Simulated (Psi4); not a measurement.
Run report: SiH3SCl, single-point calculation

SiH3SCl, SMILES S[SiH2]Cl, computed with MP2/cc-pVTZ, RHF (Psi4 1.11).

The geometry comes from this level: PBE0-D4/def2-TZVP.

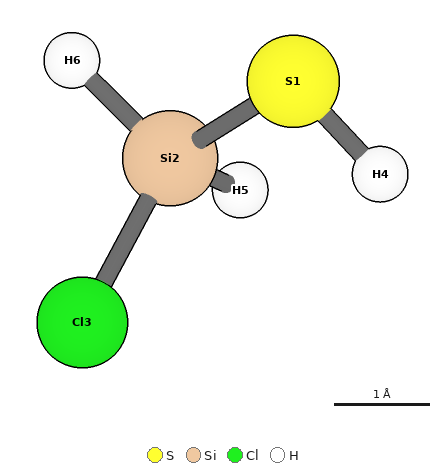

**Figure 1.** The input geometry (ball-and-stick view, seen at a tilt; atoms are numbered from 1 in the order of the input). Bond lengths as drawn: Cl–Si 2.05 Å, H–S 1.34 Å, H–Si 1.48 Å and S–Si 2.12 Å.

### Results in brief

```csv
quantity,value
outcome,converged
total energy,−1148.333534 hartree
SCF energy,−1147.844503 hartree
MP2 energy,−1148.333534 hartree
correlation energy,−0.489031 hartree
basis functions,144
HOMO of the SCF reference,−10.75 eV
LUMO of the SCF reference,3.13 eV
hardware,"1 thread of Intel Xeon @ 2.50GHz (Skylake/Cascade Lake), 16 GiB of memory available, shared host"
wall time,12 s
peak memory,0.35 GiB
```

### Input file (input.dat)
```
memory 1.6 GB

molecule geom {
  0 1
  S     -1.236400    -1.164100    -0.152600
  Si     0.414400     0.096000     0.275300
  Cl    -0.126200     2.058900     0.544800
  H     -1.433800    -0.657400    -1.382000
  H      1.399700     0.078700    -0.827100
  H      0.982200    -0.412100     1.541500
  symmetry c1
}

set {
  basis cc-pVTZ
  reference rhf
  scf_type df
  num_frozen_docc 15
  diis_max_vecs 4
}

e_tot = energy("mp2")
```

Run as:
```bash
psi4 -n 1 input.dat output.dat
```

### Log
```
Psi4 1.11 release

   => Loading Basis Set <=

    Name: CC-PVTZ
    Role: ORBITAL
    Keyword: BASIS

         ---------------------------------------------------------
                                   SCF
                              RHF Reference
                        1 Threads,   1525 MiB Core
         ---------------------------------------------------------

  ==> Geometry <==

    Molecular point group: c1
    Full point group: C1

    Geometry (in Angstrom), charge = 0, multiplicity = 1:

       Center              X                  Y                   Z               Mass
    ------------   -----------------  -----------------  -----------------  -----------------
         S           -0.915859302974    -1.536424087474    -0.369069571530    31.972071174400
         SI           0.734940697026    -0.276324087474     0.058830428470    27.976926534650
         CL           0.194340697026     1.686575912526     0.328330428470    34.968852682000
         H           -1.113259302974    -1.029724087474    -1.598469571530     1.007825032230
         H            1.720240697026    -0.293624087474    -1.043569571530     1.007825032230
         H            1.302740697026    -0.784424087474     1.325030428470     1.007825032230

  Running in c1 symmetry.

  Rotational constants: A =      0.45870  B =      0.08046  C =      0.07109 [cm^-1]
  Rotational constants: A =  13751.34190  B =   2412.02214  C =   2131.09098 [MHz]
  Nuclear repulsion =  192.849817878496708

  Charge       = 0
  Multiplicity = 1
  Electrons    = 50
  Nalpha       = 25
  Nbeta        = 25

  ==> Algorithm <==

  SCF Algorithm Type is DF.
  DIIS enabled.
  MOM disabled.
  Fractional occupation disabled.
  Guess Type is SAD.
  Energy threshold   = 1.00e-08
  Density threshold  = 1.00e-08
  Integral threshold = 1.00e-12

  ==> Primary Basis <==

  Basis Set: CC-PVTZ
    Blend: CC-PVTZ
    Number of shells: 54
    Number of basis functions: 144
    Number of Cartesian functions: 162
    Spherical Harmonics?: true
    Max angular momentum: 3

   => Loading Basis Set <=

    Name: (CC-PVTZ AUX)
    Role: JKFIT
    Keyword: DF_BASIS_SCF

  ==> Integral Setup <==

  DFHelper Memory: AOs need 0.076 GiB; user supplied 1.118 GiB.
  SCF_SUBTYPE=INCORE selected. In-core MEM_DF algorithm will be used.
  Using in-core AOs.

  ==> MemDFJK: Density-Fitted J/K Matrices <==

    J tasked:                   Yes
    K tasked:                   Yes
    wK tasked:                   No
    Memory [MiB]:              1144
    Algorithm:                 Core
    Schwarz Cutoff:           1E-12
    Mask sparsity (%):       0.1929
    Fitting Condition:        1E-10

   => Auxiliary Basis Set <=

  Basis Set: (CC-PVTZ AUX)
    Blend: CC-PVTZ-JKFIT
    Number of shells: 141
    Number of basis functions: 453
    Number of Cartesian functions: 540
    Spherical Harmonics?: true
    Max angular momentum: 4

  Minimum eigenvalue in the overlap matrix is 2.6258967900E-03.
  Reciprocal condition number of the overlap matrix is 5.0533579181E-04.
    Using symmetric orthogonalization.

  ==> Pre-Iterations <==

  SCF Guess: Superposition of Atomic Densities via on-the-fly atomic UHF (no occupation information).

   -------------------------
    Irrep   Nso     Nmo
   -------------------------
     A        144     144
   -------------------------
    Total     144     144
   -------------------------

  ==> Iterations <==

                           Total Energy        Delta E     RMS |[F,P]|

   @DF-RHF iter SAD: -1147.49788165633481   -1.14750e+03   0.00000e+00
   @DF-RHF iter   1: -1147.79948819313222   -3.01607e-01   1.75791e-03 ADIIS/DIIS
   @DF-RHF iter   2: -1147.83856851144787   -3.90803e-02   6.17942e-04 ADIIS/DIIS
   @DF-RHF iter   3: -1147.84360031179767   -5.03180e-03   1.74466e-04 ADIIS/DIIS
   @DF-RHF iter   4: -1147.84443249564174   -8.32184e-04   4.88154e-05 DIIS
   @DF-RHF iter   5: -1147.84449740696186   -6.49113e-05   1.35652e-05 DIIS
   @DF-RHF iter   6: -1147.84450281743011   -5.41047e-06   4.23632e-06 DIIS
   @DF-RHF iter   7: -1147.84450342103423   -6.03604e-07   1.17891e-06 DIIS
   @DF-RHF iter   8: -1147.84450345768118   -3.66470e-08   3.80983e-07 DIIS
   @DF-RHF iter   9: -1147.84450346074118   -3.05999e-09   1.37994e-07 DIIS
   @DF-RHF iter  10: -1147.84450346127596   -5.34783e-10   5.45793e-08 DIIS
   @DF-RHF iter  11: -1147.84450346134918   -7.32143e-11   2.13564e-08 DIIS
   @DF-RHF iter  12: -1147.84450346136555   -1.63709e-11   8.19392e-09 DIIS
  Energy and wave function converged.

  ==> Post-Iterations <==

    Orbital Energies [Eh]
    ---------------------

    Doubly Occupied:

       1A   -104.832985     2A    -91.965011     3A    -68.848066
       4A    -10.559958     5A     -8.969263     6A     -8.026448
       7A     -8.025265     8A     -8.025232     9A     -6.650402
      10A     -6.649606    11A     -6.648674    12A     -6.190221
      13A     -4.296920    14A     -4.296461    15A     -4.295892
      16A     -1.104439    17A     -0.985596    18A     -0.716135
      19A     -0.577734    20A     -0.540118    21A     -0.526179
      22A     -0.498672    23A     -0.457043    24A     -0.445463
      25A     -0.395147

    Virtual:

      26A      0.115175    27A      0.132245    28A      0.142537
      29A      0.175040    30A      0.182441    31A      0.262607
      32A      0.292964    33A      0.299573    34A      0.312769
      35A      0.325676    36A      0.346579    37A      0.356576
      38A      0.365577    39A      0.409308    40A      0.422999
      41A      0.455477    42A      0.476433    43A      0.494396
      44A      0.515900    45A      0.537794    46A      0.567138
      47A      0.593956    48A      0.596365    49A      0.637366
      50A      0.690919    51A      0.701789    52A      0.756486
      53A      0.759446    54A      0.780206    55A      0.809510
      56A      0.834865    57A      0.863233    58A      0.906567
      59A      0.950205    60A      0.981832    61A      1.034459
      62A      1.058665    63A      1.072685    64A      1.130864
      65A      1.153346    66A      1.191586    67A      1.225524
      68A      1.240968    69A      1.281343    70A      1.297827
      71A      1.381018    72A      1.414540    73A      1.446885
      74A      1.490255    75A      1.512256    76A      1.516198
      77A      1.528908    78A      1.561970    79A      1.571670
      80A      1.689883    81A      1.783668    82A      1.832475
      83A      1.903052    84A      1.926321    85A      1.950143
      86A      2.017986    87A      2.049305    88A      2.091999
      89A      2.154839    90A      2.163755    91A      2.239268
      92A      2.250804    93A      2.265347    94A      2.280797
      95A      2.302520    96A      2.348811    97A      2.364501
      98A      2.389532    99A      2.407568   100A      2.425978
     101A      2.437592   102A      2.498822   103A      2.546824
     104A      2.604627   105A      2.611945   106A      2.619358
     107A      2.627589   108A      2.656708   109A      2.757255
     110A      2.787912   111A      2.816894   112A      2.856890
     113A      2.880043   114A      2.919974   115A      3.260182
     116A      3.355776   117A      3.534396   118A      3.558398
     119A      3.567897   120A      3.610576   121A      3.618771
     122A      3.655155   123A      3.718904   124A      3.838788
     125A      3.876507   126A      3.925664   127A      3.947340
     128A      3.998101   129A      4.108989   130A      4.171735
     131A      4.183484   132A      4.233173   133A      4.282190
     134A      4.292744   135A      4.314566   136A      4.380866
     137A      4.389674   138A      4.419982   139A      4.548634
     140A      4.659630   141A      4.965913   142A      5.410550
     143A      5.535095   144A      5.926207

    Final Occupation by Irrep:
              A
    DOCC [    25 ]
    NA   [    25 ]
    NB   [    25 ]

  @DF-RHF Final Energy: -1147.84450346136555

   => Energetics <=

    Nuclear Repulsion Energy =            192.8498178784967081
    One-Electron Energy =               -1972.3347793809111863
    Two-Electron Energy =                 631.6404580410489871
    Total Energy =                      -1147.8445034613655480

Computation Completed

Properties will be evaluated at   0.000000,   0.000000,   0.000000 [a0]

Properties computed using the SCF density matrix

 Multipole Moments:

 ------------------------------------------------------------------------------------
     Multipole            Electronic (a.u.)      Nuclear  (a.u.)        Total (a.u.)
 ------------------------------------------------------------------------------------

 L = 1.  Multiply by 2.5417464519 to convert [e a0] to [Debye]
 Dipole X            :         -1.3411526            1.6042544            0.2631018
 Dipole Y            :          3.3264344           -3.5664884           -0.2400540
 Dipole Z            :          1.2132000           -1.5436768           -0.3304768
 Magnitude           :                                                    0.4858635

 ------------------------------------------------------------------------------------

	total time  =          8 seconds =       0.13 minutes

  //>>>>>>>>>>>>>>>>>>>>>>>>>>>>>>>>>>>//
  //               DFMP2               //
  //<<<<<<<<<<<<<<<<<<<<<<<<<<<<<<<<<<<//

   => Loading Basis Set <=

    Name: (CC-PVTZ AUX)
    Role: RIFIT
    Keyword: DF_BASIS_MP2

	 --------------------------------------------------------
	                          DF-MP2
	      2nd-Order Density-Fitted Moller-Plesset Theory
	              RMP2 Wavefunction,   1 Threads

	 --------------------------------------------------------

   => Auxiliary Basis Set <=

  Basis Set: (CC-PVTZ AUX)
    Blend: CC-PVTZ-RI
    Number of shells: 126
    Number of basis functions: 456
    Number of Cartesian functions: 573
    Spherical Harmonics?: true
    Max angular momentum: 4

	 --------------------------------------------------------
	                 NBF =   144, NAUX =   456
	 --------------------------------------------------------
	   CLASS    FOCC     OCC    AOCC    AVIR     VIR    FVIR
	   PAIRS      15      25      10     119     119       0
	 --------------------------------------------------------

	-----------------------------------------------------------
	 ==================> DF-MP2 Energies <====================
	-----------------------------------------------------------
	 Reference Energy          =   -1147.8445034613655480 [Eh]
	 Singles Energy            =      -0.0000000000000000 [Eh]
	 Same-Spin Energy          =      -0.1106098775326527 [Eh]
	 Opposite-Spin Energy      =      -0.3784208565953590 [Eh]
	 Correlation Energy        =      -0.4890307341280117 [Eh]
	 Total Energy              =   -1148.3335341954934847 [Eh]
	-----------------------------------------------------------
	 ================> DF-SCS-MP2 Energies <==================
	-----------------------------------------------------------
	 SCS Same-Spin Scale       =       0.3333333333333333 [-]
	 SCS Opposite-Spin Scale   =       1.2000000000000000 [-]
	 SCS Same-Spin Energy      =      -0.0368699591775509 [Eh]
	 SCS Opposite-Spin Energy  =      -0.4541050279144307 [Eh]
	 SCS Correlation Energy    =      -0.4909749870919817 [Eh]
	 SCS Total Energy          =   -1148.3354784484574793 [Eh]
	-----------------------------------------------------------

	total time  =          1 seconds =       0.02 minutes

    Psi4 run time: 0:00:09.10
```

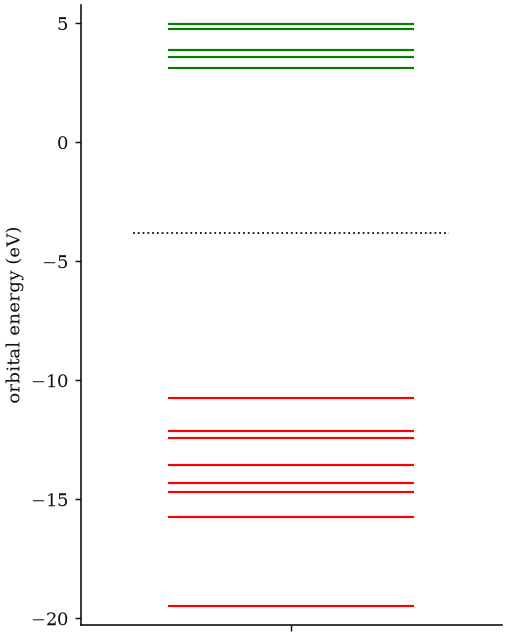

**Figure 2.** Orbital energies near the frontier (SCF reference); the dotted line parts filled from empty levels, and levels within 0.02 eV of each other stand side by side. Highest filled −10.75 eV, lowest empty 3.13 eV, 13.88 eV apart.
